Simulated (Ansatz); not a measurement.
Take BN (space group P6_3/mmc, No. 194; a = 2.500 Å, c = 6.412 Å; layered, stacked along the Cartesian z axis) as the base.

The change: the cell is scaled by 0.9880 in all directions; the atoms relax in the strained cell.

Method: plane-wave PAW DFT at the PBEsol-D3(BJ) level (Ansatz, a program for electronic structure, 420 eV), without spin-orbit coupling.

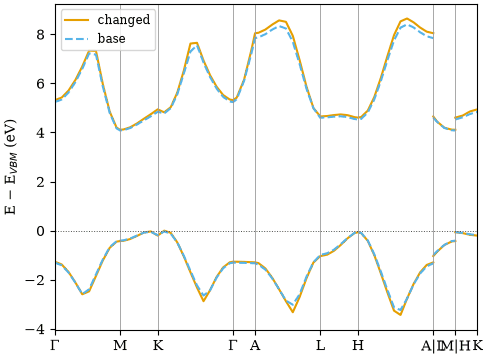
*Highest valence and lowest conduction band along the path, each from its own valence-band maximum*

Task: Read the changed gap and its character from the plot.

Result: About 4.1 eV, indirect, K–Γ (9 % along) → M.

Stability against distortions was not tested.
